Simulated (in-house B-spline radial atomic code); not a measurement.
# Eu⁸⁺: excited configurations in jj coupling

Aim: the energies of several excited configurations of Eu⁸⁺ above a reference configuration, each from its own self-consistent run.

Method: Dirac-Hartree-Fock, average of configuration, Fermi nucleus, basis-set limit. Code: in-house B-spline radial atomic code version 1.

**1. The system**

- element: europium (Z = 63)
- charge: +8
- electrons: 55
- configuration: 1s2 2s2 2p6 3s2 3p6 3d10 4s2 4p6 4d10 4f-5 5s2 5p-2
- Hamiltonian: Dirac-Coulomb
- nucleus: Fermi, rms radius 5.112 fm

In configurations, a minus sign after the shell means j = l − 1/2 and a plus sign j = l + 1/2; the count of electrons follows.

The run's settings:

```ini
Z = 63
electrons = 55.0
configuration = 1s2 2s2 2p6 3s2 3p6 3d10 4s2 4p6 4d10 4f-5 5s2 5p-2
hamiltonian = dirac
method = hf
spin_polarised = False
nucleus = fermi
rms_radius = 5.1115
mass_number = 153
atomic_mass = 152.921236789
speed_of_light = 137.035999084
```

From the earlier run of the reference: total energy -10830.366851 hartree. Levels, eight at most:

```tsv
orbital	occupation	energy (eV)	<r> (bohr)
4s1/2	2	-512.00	0.5638
4p1/2	2	-439.99	0.5768
4p3/2	4	-404.51	0.6046
4d3/2	4	-286.41	0.6398
4d5/2	6	-271.44	0.6488
5s1/2	2	-158.35	1.264
5p1/2	2	-136.71	1.351
4f5/2	5	-135.19	0.7603
```

**2. Run with 1s2 2s2 2p6 3s2 3p6 3d10 4s2 4p6 4d-4 4d+5 4f-3 4f+2 5s2 5p-2 9p+1**

The run's settings:

```ini
Z = 63
electrons = 55.0
configuration = 1s2 2s2 2p6 3s2 3p6 3d10 4s2 4p6 4d-4 4d+5 4f-3 4f+2 5s2 5p-2 9p+1
hamiltonian = dirac
method = hf
spin_polarised = False
nucleus = fermi
rms_radius = 5.1115
mass_number = 153
atomic_mass = 152.921236789
speed_of_light = 137.035999084
```

**3. Configuration 1s2 2s2 2p6 3s2 3p6 3d10 4s2 4p6 4d-4 4d+5 4f-4 4f+1 5s2 5p-1 5p+1 9f-1**

The run's settings:

```ini
Z = 63
electrons = 55.0
configuration = 1s2 2s2 2p6 3s2 3p6 3d10 4s2 4p6 4d-4 4d+5 4f-4 4f+1 5s2 5p-1 5p+1 9f-1
hamiltonian = dirac
method = hf
spin_polarised = False
nucleus = fermi
rms_radius = 5.1115
mass_number = 153
atomic_mass = 152.921236789
speed_of_light = 137.035999084
```

**4. Run with 1s2 2s2 2p6 3s2 3p6 3d10 4s2 4p6 4d10 4f+5 5s2 5p+1 7f-1**

The run's settings:

```ini
Z = 63
electrons = 55.0
configuration = 1s2 2s2 2p6 3s2 3p6 3d10 4s2 4p6 4d10 4f+5 5s2 5p+1 7f-1
hamiltonian = dirac
method = hf
spin_polarised = False
nucleus = fermi
rms_radius = 5.1115
mass_number = 153
atomic_mass = 152.921236789
speed_of_light = 137.035999084
```

**5. 1s2 2s2 2p6 3s2 3p6 3d10 4s2 4p6 4d10 4f-3 4f+1 5s2 5p-2 8g-1**

Settings: those of step 4 with these lines changed.

```diff
@@ -2,3 +2,3 @@
 electrons = 55.0
-configuration = 1s2 2s2 2p6 3s2 3p6 3d10 4s2 4p6 4d10 4f+5 5s2 5p+1 7f-1
+configuration = 1s2 2s2 2p6 3s2 3p6 3d10 4s2 4p6 4d10 4f-3 4f+1 5s2 5p-2 8g-1
 hamiltonian = dirac
```

**6. 1s2 2s2 2p6 3s2 3p6 3d10 4s2 4p6 4d-3 4d+6 4f-1 4f+4 5s2 5p+2 6f+1**

Settings: those of step 5 with these lines changed.

```diff
@@ -2,3 +2,3 @@
 electrons = 55.0
-configuration = 1s2 2s2 2p6 3s2 3p6 3d10 4s2 4p6 4d10 4f-3 4f+1 5s2 5p-2 8g-1
+configuration = 1s2 2s2 2p6 3s2 3p6 3d10 4s2 4p6 4d-3 4d+6 4f-1 4f+4 5s2 5p+2 6f+1
 hamiltonian = dirac
```

Q: How far above the reference does each configuration lie (order and size, in eV)?

The runs gave:

| net move | configuration | energy above the reference (eV) | with Breit, QED, recoil (eV) | largest <r> (bohr) |
| --- | --- | --- | --- | --- |
| 2×4f5/2 → 4f7/2, 8g7/2 | 1s2 2s2 2p6 3s2 3p6 3d10 4s2 4p6 4d10 4f-3 4f+1 5s2 5p-2 8g-1 | 117.24 | 117.28 | 9.25 |
| 5×4f5/2, 2×5p1/2 → 5×4f7/2, 5p3/2, 7f5/2 | 1s2 2s2 2p6 3s2 3p6 3d10 4s2 4p6 4d10 4f+5 5s2 5p+1 7f-1 | 119.08 | 118.64 | 5.82 |
| 4d3/2, 4×4f5/2, 2×5p1/2 → 4×4f7/2, 2×5p3/2, 6f7/2 | 1s2 2s2 2p6 3s2 3p6 3d10 4s2 4p6 4d-3 4d+6 4f-1 4f+4 5s2 5p+2 6f+1 | 251.43 | 250.95 | 3.82 |
| 4d5/2, 2×4f5/2 → 2×4f7/2, 9p3/2 | 1s2 2s2 2p6 3s2 3p6 3d10 4s2 4p6 4d-4 4d+5 4f-3 4f+2 5s2 5p-2 9p+1 | 253.15 | 253.01 | 8.18 |
| 4d5/2, 4f5/2, 5p1/2 → 4f7/2, 5p3/2, 9f5/2 | 1s2 2s2 2p6 3s2 3p6 3d10 4s2 4p6 4d-4 4d+5 4f-4 4f+1 5s2 5p-1 5p+1 9f-1 | 261.05 | 260.89 | 10.5 |

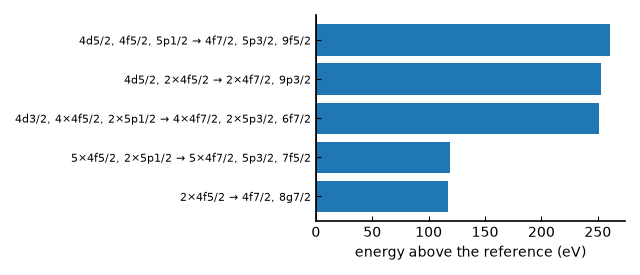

The configurations in order of energy, labelled by the net move of electrons.

What this shows: At the bottom stands 2×4f5/2 → 4f7/2, 8g7/2 (117.24 eV), at the top 4d5/2, 4f5/2, 5p1/2 → 4f7/2, 5p3/2, 9f5/2 (261.05 eV). Koopmans' estimate of the ionisation threshold is 135.19 eV; 3 configurations exceed it by over 2 % and could autoionise. Two partly filled shells share a symmetry and can mix in the average, which may lower the energy, for: 4d3/2, 4×4f5/2, 2×5p1/2 → 4×4f7/2, 2×5p3/2, 6f7/2; 4d5/2, 4f5/2, 5p1/2 → 4f7/2, 5p3/2, 9f5/2. These are averages over configurations, without correlation, not spectroscopic levels.
